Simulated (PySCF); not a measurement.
C4H6, SMILES `C=CC=C`.

Level of theory: def2-SVPD basis (PySCF), at a geometry from GFN2-xTB. No frequency check shows the geometry to be a minimum.

Input script:

```python
import numpy as np
from pyscf import gto, scf, dft, mcscf, mrpt
from pyscf.mcscf import avas

def solve(mol, dm0=None, hcore=None):
    mf = scf.ROHF(mol) if mol.spin else scf.RHF(mol)
    mf = mf.density_fit(auxbasis='def2-universal-jkfit')
    mf.conv_tol, mf.max_cycle = 1e-8, 80
    if hcore is not None:
        mf.get_hcore = lambda *args: hcore
    mf.kernel(dm0)
    if not mf.converged:
        mf = mf.newton().run(mf.mo_coeff, mf.mo_occ, max_cycle=30)
    assert mf.converged, 'SCF not converged'
    return mf

mol = gto.M(atom='''
C      1.82822     0.10737     0.00000
C      0.60134    -0.40223     0.00000
C     -0.60134     0.40223     0.00000
C     -1.82822    -0.10737     0.00000
H      1.99619     1.17224     0.00000
H      2.70657    -0.51496     0.00000
H      0.45611    -1.47505     0.00000
H     -0.45611     1.47505     0.00000
H     -1.99619    -1.17224     0.00000
H     -2.70657     0.51496     0.00000
''', basis='def2-svpd', charge=0, spin=0, verbose=4)
mf = solve(mol)
ncas, nel, orbs = avas.avas(mf, ['C 2pz'], threshold=0.5, openshell_option=3)
print('active space', nel, ncas)
assert 2 <= ncas <= 10, 'active space too large or empty'
mc = mcscf.CASSCF(mf, ncas, nel)
mc.natorb, mc.max_cycle_macro = True, 60
mc.fix_spin_(ss=mol.spin / 2 * (mol.spin / 2 + 1))
mc.kernel(orbs)
occ = mc.mo_occ[mc.ncore:mc.ncore + ncas]
print('natural occupations', occ.round(4))
e2 = mrpt.NEVPT(mc).kernel()
out = dict(c=mc.mo_coeff[:, mc.ncore:mc.ncore + ncas], occ=occ, e=mc.e_tot, e2=e2, ehf=mf.e_tot, ok=mc.converged, nel=nel, w0=abs(mc.ci).max() ** 2, dm=mc.make_rdm1())
# the other spin state at the same geometry
other = mol.copy().set(spin=2).build()
mo = scf.ROHF(other).density_fit(auxbasis='def2-universal-jkfit').run()
na = (nel + other.spin) // 2
m2 = mcscf.CASSCF(mo, ncas, (na, nel - na))
m2.natorb = True
m2.fix_spin_(ss=other.spin / 2 * (other.spin / 2 + 1))
m2.kernel(mc.mo_coeff)
e2o = mrpt.NEVPT(m2).kernel()
print('other state above this one / eV: CASSCF', (m2.e_tot - mc.e_tot) * 27.211386, 'NEVPT2', (m2.e_tot + e2o - mc.e_tot - e2) * 27.211386)
np.savez('result.npz', eo=m2.e_tot, e2o=e2o, oko=m2.converged, occo=m2.mo_occ[mc.ncore:mc.ncore + ncas], co=m2.mo_coeff[:, mc.ncore:mc.ncore + ncas], **out)
```

Run with:

```sh
OMP_NUM_THREADS=1 python input.py
```

The run took 57 s on 1 thread of Arm Neoverse V1, with other jobs on the host, peak memory 0.34 GiB.

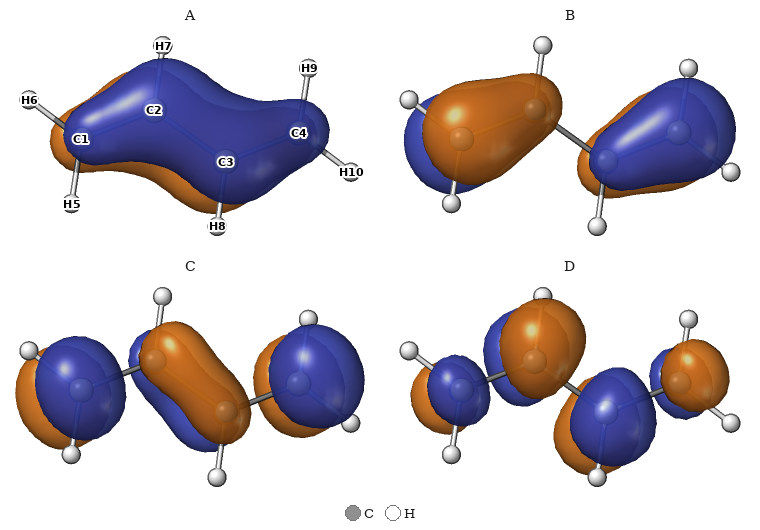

Natural orbitals of the π active space, CASSCF(4,4), triplet state at the geometry of the singlet, in order of falling occupation.

What are the natural occupation numbers?

Answer. A 1.87, B 1.07, C 0.93, D 0.13.

Where does the lowest triplet lie relative to the singlet, at this geometry and within this active space?

Answer. 3.54 eV above it by strongly contracted NEVPT2 (+3.49 eV by CASSCF); a small basis tends to put such gaps a few tenths of an eV too high. This is a vertical energy for π states alone; a state that uses lone pairs or σ orbitals may lie lower.
